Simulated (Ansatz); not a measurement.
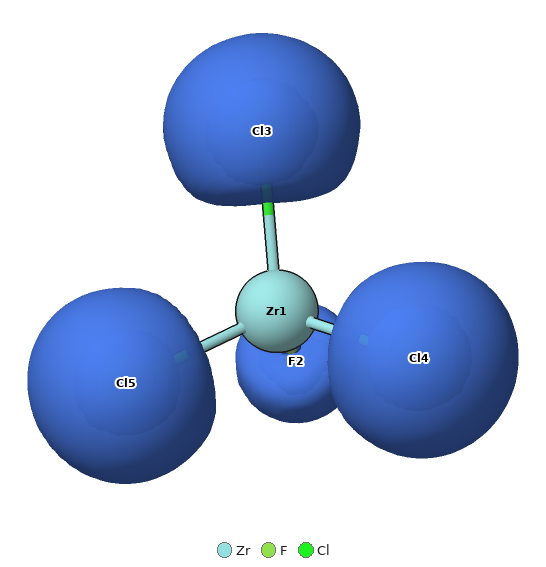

Figure 1: Cl3FZr. Isosurface of the electron localisation function at 0.75 (blue), seen at a tilt. Only the valence region is drawn (cores and ρ < 0.01 e/Å³ removed).

Geometry: PBE0-D4/def2-SVP; core potentials replace the inner electrons of Zr.

The calculation used Ansatz, RKS PBE0-D4/def2-TZVP.

```csv
atom,x (Å),y (Å),z (Å)
Zr,0.0005,-0.0006,0.0842
F,0.0122,-0.0149,1.9647
Cl,2.1931,0.0110,-0.6966
Cl,-1.1078,1.9052,-0.6616
Cl,-1.0980,-1.9006,-0.6906
```

### Identify the bonds, lone pairs and shells in this picture.

At this value the surface marks out three regions wrapped around Cl (the valence shell of each) and one region wrapped around F (its valence shell). Along the contacts the grid gives the following. Zr–F (1.88 Å): the ELF peaks at about 0.85 in the valence shell of F, 0.6 Å from its nucleus, and drops to about 0.25 between the two atoms. Zr–Cl (2.33 Å): the ELF peaks at about 0.85 in the valence shell of Cl, 0.8 Å from its nucleus, and is about 0.35 at the midpoint.
